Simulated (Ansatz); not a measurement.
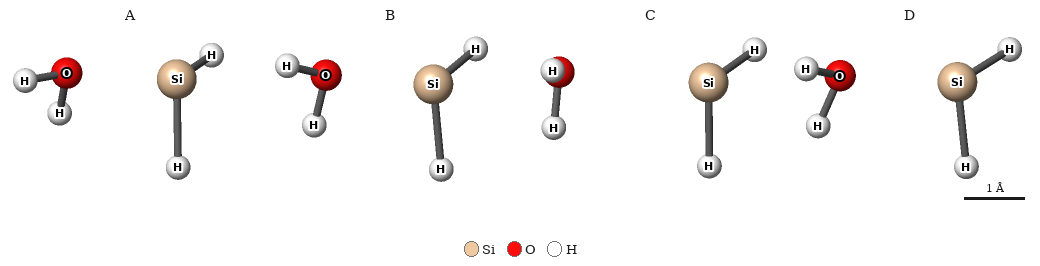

4 geometries from one relaxation of SiH4O, in shuffled order. A ball-and-stick model, seen face on.

The run prepares an end point of a later path (reaction) calculation, from a guessed geometry.

Computed with RKS r2SCANh/def2-SVP (Ansatz 0.2.0). (no spin polarisation; force threshold 0.03 eV/Å; at most 50 steps)

### Order the frames from highest to lowest energy.

C, D, B, A. They are steps 0, 2, 4, 7, at +53.3 kJ/mol, +20.5 kJ/mol, +2.26 kJ/mol relative to the last. The largest move after the best rigid fit is that of the O atom, 0.57 Å. Largest moves by element: O 0.57 Å, H 0.52 Å, Si 0.22 Å. Some distances before and after: O–Si 2.855 → 2.069 Å, H–O 0.983 → 0.966 Å, H–Si 1.532 → 1.539 Å. Among the angles between lasting bonds that change: H–O–H 103.3° → 106.9°. The energy falls by 53.3 kJ/mol in 7 geometry steps. Largest force component: 1.2 eV/Å at the start, 0.022 eV/Å at the end. Cost: 12 s on 1 thread of Arm Neoverse V2, on a shared host, peak memory 0.11 GiB.

Limits of the set-up: the start holds two separate molecules, 2.7 Å apart at their closest, whose relative position is a soft coordinate and is computed without a dispersion correction.
